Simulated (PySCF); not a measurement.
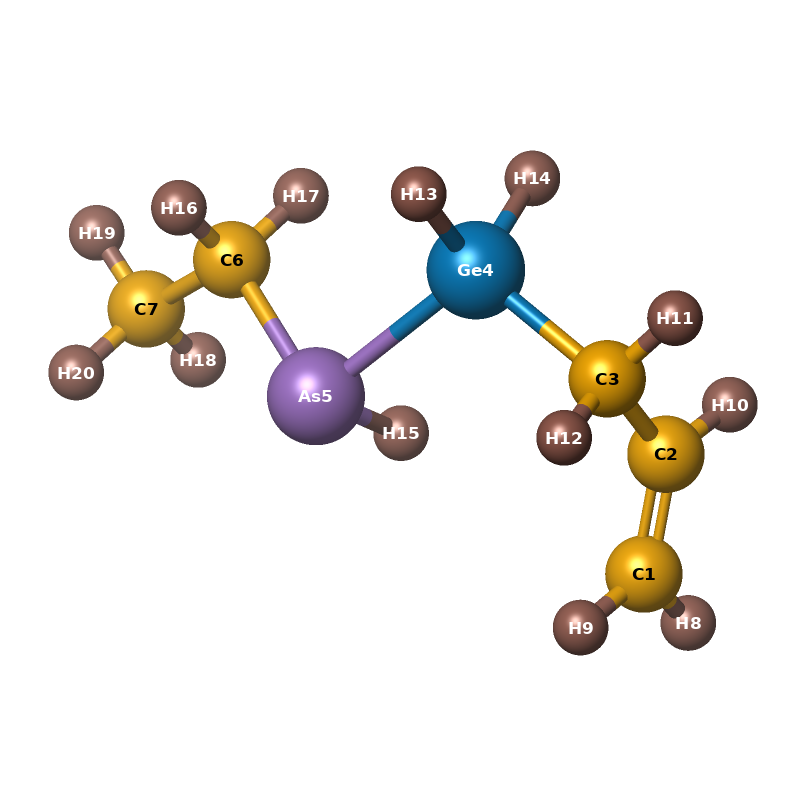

The geometry was computed by an optimisation with PBE0-D3(BJ)/def2-SVP. No frequency run is at hand to confirm it as a minimum. Properties computed with delta-SCF UKS SCAN, pcX-2 on the ionised atom, pcseg-1 elsewhere, spin-free X2C (PySCF 2.14.0).

Give the core-electron binding energies (to vacuum) of C1 1s, C2 1s, C3 1s, C6 1s, C7 1s.

```csv
atom,level,binding energy (eV)
C1,1s,289.8
C2,1s,290.5
C3,1s,290.2
C6,1s,290.3
C7,1s,290.6
```
